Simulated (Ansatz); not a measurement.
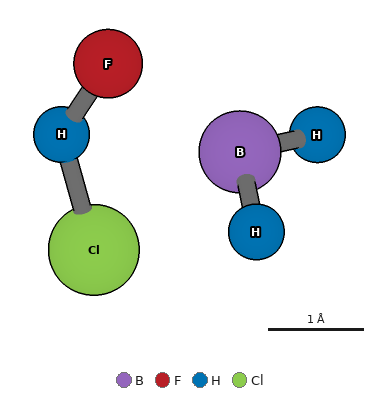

Figure 1. The input geometry (ball-and-stick view, seen at a tilt). Bond lengths as drawn: B–H 1.19 Å, Cl–H 1.38 Å and F–H 1.07 Å.

**Geometry relaxation of BH3ClF**

System: BH3ClF.
Method: RKS r2SCAN-D4/def2-SVP (Ansatz 0.2.0).

The input holds or restrains some coordinates. Forces given for the steps count only the free coordinates. It belongs to a series of runs on one base structure; here: pulled along the bonds that form and break, towards end B.

Input file:
```yaml
crystal:
  periodic: [false, false, false]
  atoms:
    - { symbol: B, position_ang: [0.0, 0.0, 0.0] }
    - { symbol: F, position_ang: [0.0, 0.0, 1.67] }
    - { symbol: H, position_ang: [1.0305, 0.0, -0.595] }
    - { symbol: H, position_ang: [-1.0305, 0.0, -0.595] }
    - { symbol: Cl, position_ang: [0.0903, -2.0478, 0.6811] }
    - { symbol: H, position_ang: [0.047, -1.0669, 1.6505] }
basis:
  gaussian: { orbitals: def2-SVP }
hamiltonian:
  xc: r2scan
  dispersion: d4
relax:
  f_tol: 0.15
  max_steps: 25
  restrain:
    - { distance: [0, 4], at: 1.86, k: 30.0 }
    - { distance: [5, 1], at: 0.92, k: 30.0 }
    - { distance: [0, 1], at: 2.52, k: 30.0 }
    - { distance: [5, 4], at: 2.57, k: 30.0 }
output:
  orbitals: {}
```

Launch command:
```bash
ansatz run input.yaml --threads 1 --pin off --max-ram 2048MiB --backend cpu --events-out ev --progress --plain --runs-dir out
```

What the program printed:
```
The last accepted step is kept in [file] (removed where the run ends without a failure and the disk answers)
Engine: ansatz 0.2.0, aarch64-unknown-linux-gnu
Functional definition: r2SCAN
  parameter k0 = 0.174
  parameter k1 = 0.065
  parameter a1 = 4.9479
  exchange = r2scan_x(k0 = k0, k1 = k1, a1 = a1)
  correlation = r2scan_c
671 factors; their error is unknown
mean field evaluation 1: about -15953.5985 eV, gradient 2.2e1 eV
mean field evaluation 2: about -15953.2589 eV, gradient 2.8e1 eV
mean field evaluation 4: about -15954.5771 eV, gradient 1.1e0 eV
mean field evaluation 8: about -15954.5509 eV, gradient 1.3e-2 eV
mean field -15954.55088833 eV, -586.3189307632 hartree, gradient 2.0e-5 eV, S^2 0.000000; 0 other end points of the search recorded, 0 dependent functions left out
the calculation of the forces begins
reference -15954.55089532 eV, -586.3189310201 hartree; 17, 17 occupied and 44, 44 virtual orbitals, 671 factors
relax step   1: F+E_penalty+E_count = -15954.56833416 eV  Δ(F+E_penalty+E_count) = +0.000e0 eV  max|allowed force component| = 5.463e0 eV/Å  E_restraint = 33.76599975 eV  max|allowed force component, restraints' pulls added| = 3.076e1 eV/Å  Δτ_max = 0.0000 Å  (24 SCF iters, accepted)
  distance B 0 - Cl 4 = 2.1600 Å
  distance H 5 - F 1 = 1.0681 Å
  distance B 0 - F 1 = 1.6700 Å
  distance H 5 - Cl 4 = 1.3798 Å
these checks for a lower state are left out or cut short: starts, cluster_reference, orbital_swaps, neighbouring_geometries, increment
671 factors; their error is unknown
mean field evaluation 16: about -15955.2443 eV, gradient 1.1e0 eV
mean field -15955.22302673 eV, -586.3436313938 hartree, gradient 1.1e-5 eV, S^2 0.000000; 0 other end points of the search recorded, 0 dependent functions left out
[... from here on the field's lines of each further geometry are left out, up to the last ...]
relax step   2: F+E_penalty+E_count = -15955.24015793 eV  Δ(F+E_penalty+E_count) = -6.718e-1 eV  max|allowed force component| = 3.201e0 eV/Å  E_restraint = 16.55982762 eV  max|allowed force component, restraints' pulls added| = 2.110e1 eV/Å  Δτ_max = 0.1940 Å  (33 SCF iters, accepted)
relax step   3: F+E_penalty+E_count = -15955.56105644 eV  Δ(F+E_penalty+E_count) = -3.209e-1 eV  max|allowed force component| = 3.287e0 eV/Å  E_restraint = 5.38749791 eV  max|allowed force component, restraints' pulls added| = 1.269e1 eV/Å  Δτ_max = 0.1948 Å  (33 SCF iters, accepted)
relax step   4: F+E_penalty+E_count = -15955.91255058 eV  Δ(F+E_penalty+E_count) = -3.515e-1 eV  max|allowed force component| = 1.575e0 eV/Å  E_restraint = 0.37109677 eV  max|allowed force component, restraints' pulls added| = 3.581e0 eV/Å  Δτ_max = 0.1947 Å  (33 SCF iters, accepted)
relax step   5: F+E_penalty+E_count = -15955.92425536 eV  Δ(F+E_penalty+E_count) = -1.170e-2 eV  max|allowed force component| = 1.216e0 eV/Å  E_restraint = 0.04313974 eV  max|allowed force component, restraints' pulls added| = 1.120e0 eV/Å  Δτ_max = 0.2000 Å  (34 SCF iters, accepted)
relax step   6: F+E_penalty+E_count = -15955.89135525 eV  Δ(F+E_penalty+E_count) = +3.290e-2 eV  max|allowed force component| = 1.308e0 eV/Å  E_restraint = 0.08047723 eV  max|allowed force component, restraints' pulls added| = 2.448e0 eV/Å  Δτ_max = 0.1937 Å  (33 SCF iters, rejected (line search))
relax step   7: F+E_penalty+E_count = -15955.95121993 eV  Δ(F+E_penalty+E_count) = -2.696e-2 eV  max|allowed force component| = 1.024e0 eV/Å  E_restraint = 0.01999057 eV  max|allowed force component, restraints' pulls added| = 3.592e-1 eV/Å  Δτ_max = 0.0968 Å  (26 SCF iters, accepted)
relax step   8: F+E_penalty+E_count = -15955.95760142 eV  Δ(F+E_penalty+E_count) = -6.381e-3 eV  max|allowed force component| = 1.008e0 eV/Å  E_restraint = 0.01848181 eV  max|allowed force component, restraints' pulls added| = 9.666e-2 eV/Å  Δτ_max = 0.1000 Å  (26 SCF iters, accepted)
relax step   9: F+E_penalty+E_count = -15955.87938903 eV  Δ(F+E_penalty+E_count) = +7.821e-2 eV  max|allowed force component| = 1.383e0 eV/Å  E_restraint = 0.04360756 eV  max|allowed force component, restraints' pulls added| = 2.460e0 eV/Å  Δτ_max = 0.1469 Å  (28 SCF iters, rejected (line search))
relax step  10: F+E_penalty+E_count = -15955.95634239 eV  Δ(F+E_penalty+E_count) = +1.259e-3 eV  max|allowed force component| = 9.529e-1 eV/Å  E_restraint = 0.02115925 eV  max|allowed force component, restraints' pulls added| = 7.271e-1 eV/Å  Δτ_max = 0.0485 Å  (27 SCF iters, rejected (line search))
the calculation of the forces begins
reference -15955.94182039 eV, -586.3700465735 hartree; 17, 17 occupied and 44, 44 virtual orbitals, 671 factors
relax step  11: F+E_penalty+E_count = -15955.95857728 eV  Δ(F+E_penalty+E_count) = -9.759e-4 eV  max|allowed force component| = 9.908e-1 eV/Å  E_restraint = 0.01849043 eV  max|allowed force component, restraints' pulls added| = 1.312e-1 eV/Å  Δτ_max = 0.0091 Å  (29 SCF iters, accepted)
  distance B 0 - Cl 4 = 1.8265 Å
  distance H 5 - F 1 = 0.9282 Å
  distance B 0 - F 1 = 2.5140 Å
  distance H 5 - Cl 4 = 2.5680 Å
671 factors; their error is unknown
mean field evaluation 96: about -15955.9698 eV, gradient 4.2e-1 eV
```

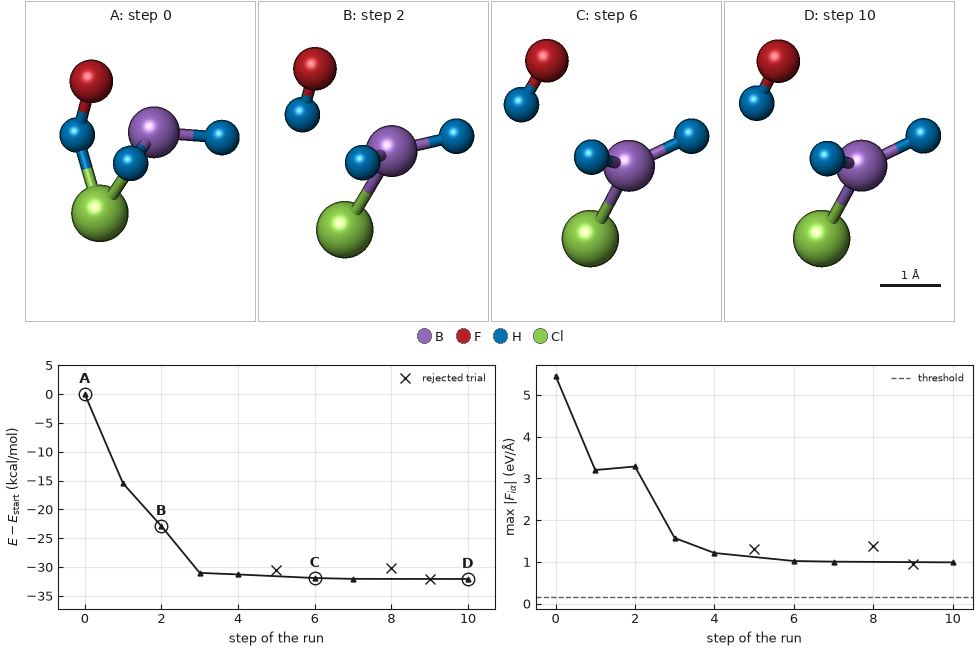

Figure 2. Frames of the restrained relaxation (ball-and-stick view, seen at a tilt) above the curves, on which the letters mark them (the first geometry is step 0 here and step 1 in the log).

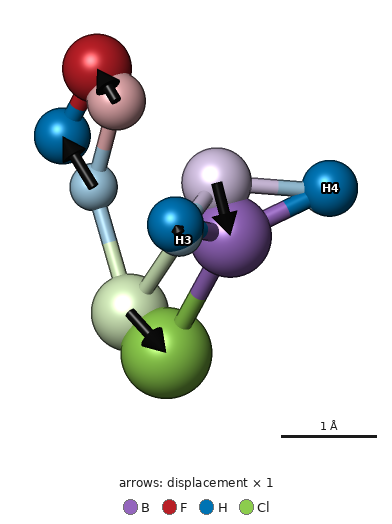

Figure 3. Start (faint) and end (solid) with the displacements as black arrows, at true length (ball-and-stick view, seen at a tilt). The two geometries are laid on each other by the best rigid fit. Over 10 geometry steps the energy falls by 32.1 kcal/mol. The largest force component goes from 5.5 to 0.99 eV/Å. The line search rejected the trial steps at points 5, 8, 9 (counted from 0) and went back. The largest move after the best rigid fit is that of H6, 0.64 Å. By element the largest moves are H 0.64 Å, Cl 0.61 Å, B 0.58 Å, F 0.42 Å. Among the contacts that change: Cl5–H6 1.380 → 2.568 Å, B1–Cl5 2.160 → 1.826 Å, F2–H6 1.068 → 0.928 Å, B1–H3 1.190 → 1.198 Å. Bonds break: Cl5–H6 (1.38 → 2.57 Å). Among the angles that change: H3–B1–Cl5 97.0° → 116.6°, H4–B1–Cl5 101.2° → 116.6°, H3–B1–H4 120.0° → 126.4°. (Atoms are counted from 1 in the order of the input.)

```
mean field -15955.94181310 eV, -586.3700463057 hartree, gradient 8.3e-6 eV, S^2 0.000000; 1 other end points of the search recorded, 0 dependent functions left out
the calculation of the forces begins
reference -15955.94182039 eV, -586.3700465735 hartree; 17, 17 occupied and 44, 44 virtual orbitals, 671 factors
Total energy: -15955.95858457 eV, -586.3706626456 hartree
Atom 0 at     0.010695    -0.444841    -0.378607 Å, force     0.010713    -0.926508     0.428059 eV/Å
Atom 1 at    -0.025990     0.168419     2.059143 Å, force    -0.001664     0.084996    -0.196684 eV/Å
Atom 2 at     1.071405     0.083525    -0.552787 Å, force     0.009398    -0.004560     0.003836 eV/Å
Atom 3 at    -1.064692     0.025880    -0.615699 Å, force    -0.009248    -0.000939     0.013559 eV/Å
Atom 4 at     0.043829    -2.208041     0.096774 Å, force    -0.007113     0.990788    -0.236276 eV/Å
Atom 5 at     0.102053    -0.739642     2.202775 Å, force    -0.002086    -0.143776    -0.012494 eV/Å
Dipole moment:     0.041729    -0.111984     0.092070 e Å
```

Trajectory as extended XYZ (Å, eV, eV/Å), 11 frames, from step=1 to step=11:
```
6
Properties=species:S:1:pos:R:3:forces:R:3 step=1 energy=-15954.56833
B     0.0000    0.0000    0.0000    0.1351  -2.9468   1.0907
F     0.0000    0.0000    1.6700   -0.2176   5.4629  -0.5720
H     1.0305    0.0000   -0.5950    0.5031   0.9693   0.5496
H    -1.0305    0.0000   -0.5950   -0.5273   0.8001   0.5915
Cl    0.0903   -2.0478    0.6811    0.0734  -3.6697  -2.8378
H     0.0470   -1.0669    1.6505    0.0333  -0.6159   1.1780
6
Properties=species:S:1:pos:R:3:forces:R:3 step=2 energy=-15955.24016
B     0.0035   -0.1206   -0.0976    0.0863  -3.2015   1.0075
F    -0.0020    0.0570    1.8196   -0.0153   0.7150  -0.9645
H     1.0490    0.0124   -0.6011    0.8122   0.9232   0.2953
H    -1.0475    0.0099   -0.5997   -0.7483   0.7219   0.3877
Cl    0.0922   -2.1215    0.5017   -0.1250   0.6203  -0.6925
H     0.0420   -0.9519    1.7888   -0.0099   0.2211  -0.0336
6
Properties=species:S:1:pos:R:3:forces:R:3 step=3 energy=-15955.56106
B     0.0072   -0.2490   -0.2130    0.0309  -3.2872   0.6041
F    -0.0028    0.0839    1.9488   -0.0706   1.8082  -0.4889
H     1.0645    0.0248   -0.6012    0.8771   0.8547   0.0985
H    -1.0610    0.0192   -0.5980   -0.7260   0.6087   0.2211
Cl    0.0921   -2.1590    0.3307   -0.1783   1.5930  -0.4743
H     0.0372   -0.8346    1.9442    0.0669  -1.5774   0.0394
6
Properties=species:S:1:pos:R:3:forces:R:3 step=4 energy=-15955.91255
B     0.0109   -0.3960   -0.3363    0.0904  -1.5749   0.2916
F    -0.0048    0.1471    2.0495   -0.0489   1.1829  -0.3325
H     1.0856    0.0474   -0.5933    0.0543   0.3235   0.0592
H    -1.0773    0.0319   -0.5868    0.0106   0.1134   0.1243
Cl    0.0880   -2.1837    0.1538   -0.1588   1.1723  -0.2383
H     0.0349   -0.7615    2.1246    0.0523  -1.2172   0.0957
6
Properties=species:S:1:pos:R:3:forces:R:3 step=5 energy=-15955.92425
B     0.0207   -0.4632   -0.3559   -0.3042  -0.9603   0.5476
F    -0.1418    0.1745    2.0500    0.1544  -0.1873  -0.2147
H     1.0839    0.0667   -0.4867    0.1067  -0.0438  -0.0540
H    -1.0503    0.0419   -0.5480    0.0637  -0.0710  -0.1185
Cl    0.0124   -2.2464    0.0837    0.0854   1.2159  -0.2600
H     0.2123   -0.6883    2.0685   -0.1061   0.0465   0.0996
6
Properties=species:S:1:pos:R:3:forces:R:3 step=6 energy=-15955.89135 accepted=F
B    -0.0075   -0.4392   -0.3619    0.1184  -0.9200   0.0080
F    -0.1950    0.1000    2.1054    1.0438  -1.3079  -0.0442
H     1.0743    0.0734   -0.5189   -0.1347  -0.0687   0.2377
H    -1.0424    0.0333   -0.7301   -0.1003   0.0742   0.1589
Cl   -0.0407   -2.1935    0.1109    0.0995   0.9186  -0.1831
H     0.3486   -0.6887    2.2061   -1.0267   1.3037  -0.1773
6
Properties=species:S:1:pos:R:3:forces:R:3 step=7 energy=-15955.95122
B    -0.0016   -0.4513   -0.3759    0.0343  -0.9174   0.5403
F    -0.0695    0.1683    2.0544    0.0110   0.0177  -0.1861
H     1.0694    0.0794   -0.4734   -0.0367  -0.0116  -0.0718
H    -1.0679    0.0255   -0.6417    0.0150  -0.0165  -0.0343
Cl    0.0157   -2.2188    0.0915   -0.0016   1.0235  -0.2586
H     0.1912   -0.7178    2.1568   -0.0219  -0.0957   0.0105
6
Properties=species:S:1:pos:R:3:forces:R:3 step=8 energy=-15955.95760
B     0.0100   -0.4446   -0.3708    0.0224  -0.9399   0.3141
F    -0.0230    0.1715    2.0671   -0.0098   0.1173  -0.2221
H     1.0691    0.0846   -0.5527    0.0169  -0.0073   0.0463
H    -1.0630    0.0226   -0.6222   -0.0332   0.0136   0.0534
Cl    0.0418   -2.2107    0.0921   -0.0012   1.0081  -0.1961
H     0.1023   -0.7381    2.1980    0.0048  -0.1919   0.0043
6
Properties=species:S:1:pos:R:3:forces:R:3 step=9 energy=-15955.87939 accepted=F
B     0.0403   -0.4955   -0.3883   -0.6639  -0.4283   0.8429
F    -0.1017    0.2205    2.0298    0.4146  -1.3827  -0.0390
H     1.0810    0.0884   -0.5064    0.1146  -0.2577  -0.1813
H    -1.0463    0.0440   -0.4778    0.3574  -0.3173  -0.2644
Cl    0.0288   -2.2703    0.0460    0.1445   1.1598  -0.3078
H     0.1352   -0.7018    2.1083   -0.3671   1.2261  -0.0505
6
Properties=species:S:1:pos:R:3:forces:R:3 step=10 energy=-15955.95634 accepted=F
B     0.0146   -0.4416   -0.3918   -0.0057  -0.9091   0.5302
F    -0.0136    0.1599    2.0505    0.0397  -0.2967  -0.0830
H     1.0724    0.0875   -0.5811    0.0114  -0.0150  -0.0137
H    -1.0648    0.0297   -0.6118    0.0044  -0.0120  -0.0098
Cl    0.0523   -2.1974    0.1094   -0.0077   0.9529  -0.2936
H     0.0764   -0.7528    2.2363   -0.0421   0.2799  -0.1301
6
Properties=species:S:1:pos:R:3:forces:R:3 step=11 energy=-15955.95858
B     0.0107   -0.4448   -0.3786    0.0107  -0.9265   0.4281
F    -0.0260    0.1684    2.0591   -0.0017   0.0850  -0.1967
H     1.0714    0.0835   -0.5528    0.0094  -0.0046   0.0038
H    -1.0647    0.0259   -0.6157   -0.0092  -0.0009   0.0136
Cl    0.0438   -2.2080    0.0968   -0.0071   0.9908  -0.2363
H     0.1021   -0.7396    2.2028   -0.0021  -0.1438  -0.0125
```

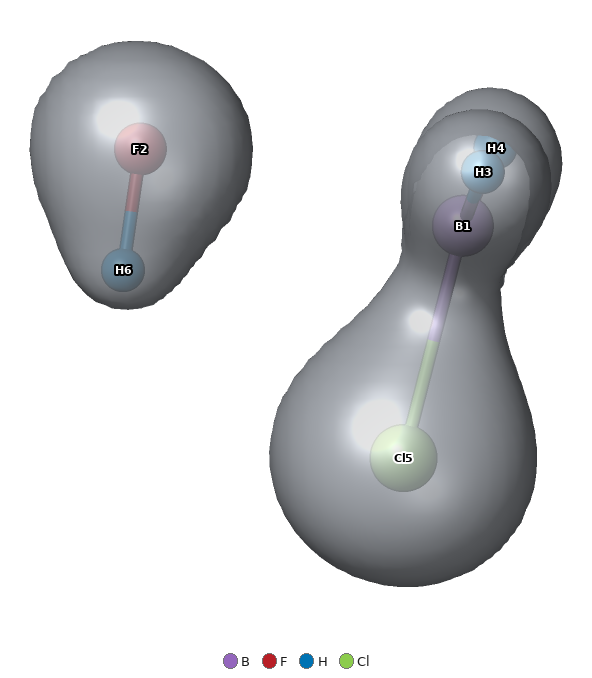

Figure 4. Isosurface of the electron density at 0.5 e/Å³ (grey), seen face on. At this value the surface falls into two separate pieces. It is pinched off along the B···F (2.51 Å) contacts. On the grid the lowest density along these lines, outside the cores, is 0.1 e/Å³ (B···F, 2.51 Å), 0.84 e/Å³ (B–Cl, 1.83 Å), 2.3 e/Å³ (F–H, 0.93 Å) and 1.2 e/Å³ (B–H, 1.20 Å).

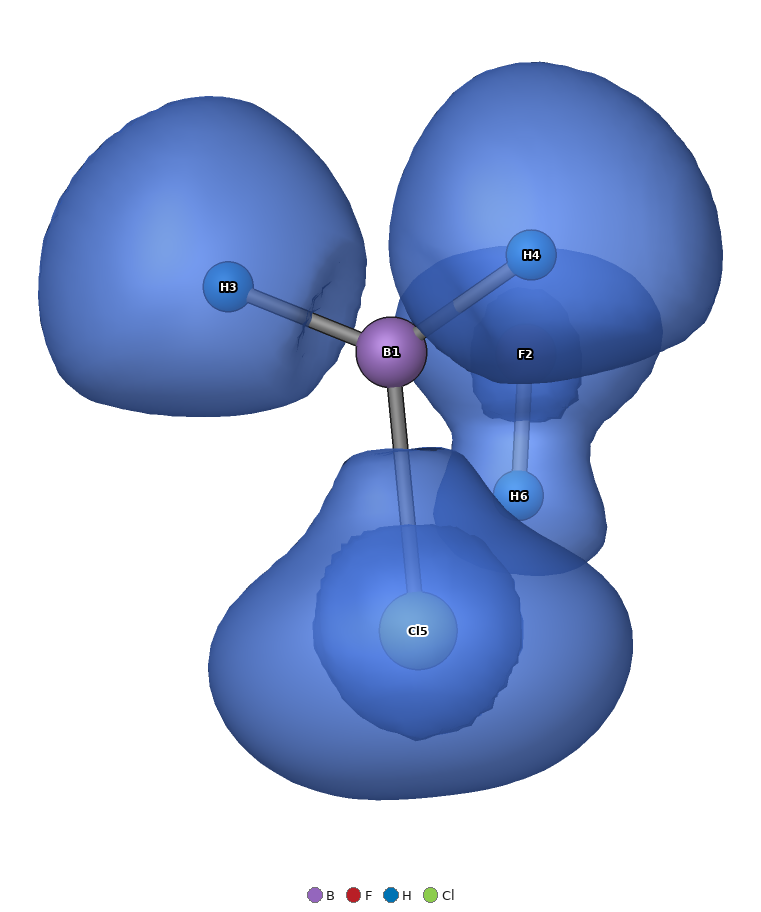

Figure 5. Isosurface of the ELF at 0.75 (blue), seen at an oblique angle. Only the valence region is drawn (cores and ρ < 0.01 e/Å³ removed). Profiles from the grid: B1···F2 (2.51 Å): the ELF is only about 0.10 between them.

Summary:

| quantity | value |
| --- | --- |
| outcome | converged under the restraints of the input |
| total energy | −15955.9586 eV |
| mean-field energy | −15955.9418 eV |
| largest force (length of the vector) at the end, held atoms and coordinates included | 1.021 eV/Å |
| hardware | 1 thread of Arm Neoverse V1, 24 GiB of memory available, shared host |
| wall time | 32 s |
| peak memory | 0.13 GiB |
